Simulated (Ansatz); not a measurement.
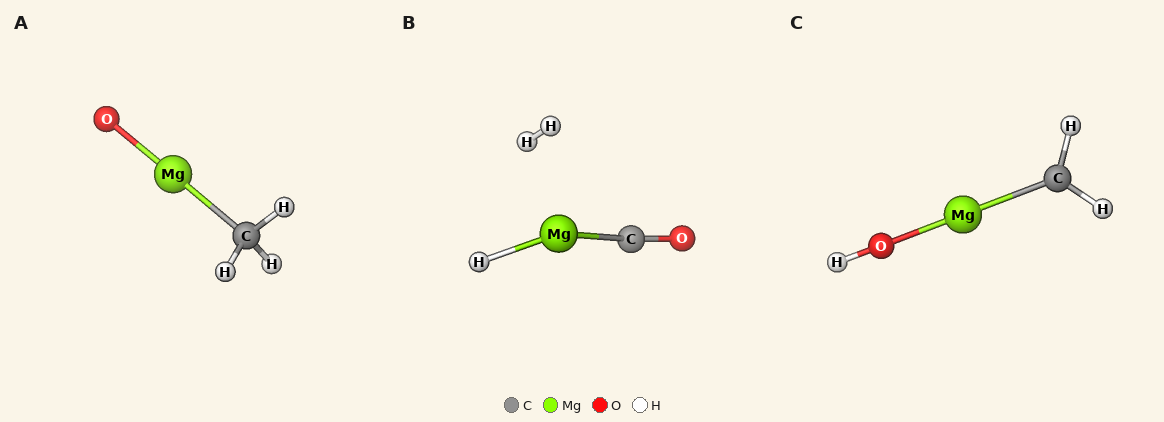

3 stationary structures of one formula. The species is neutral and a spin doublet. Geometries: PBE0-D4/def2-TZVP. Electronic energies: UHF-CCSD(T) (frozen core)/def2-TZVPP (Ansatz 0.2.0), without zero-point energy. No frequency run is at hand to confirm each as a minimum.

Rank them by energy, lowest first.

C is lowest; A lies 21.6 kcal/mol above it, B lies 43.5 kcal/mol above it.
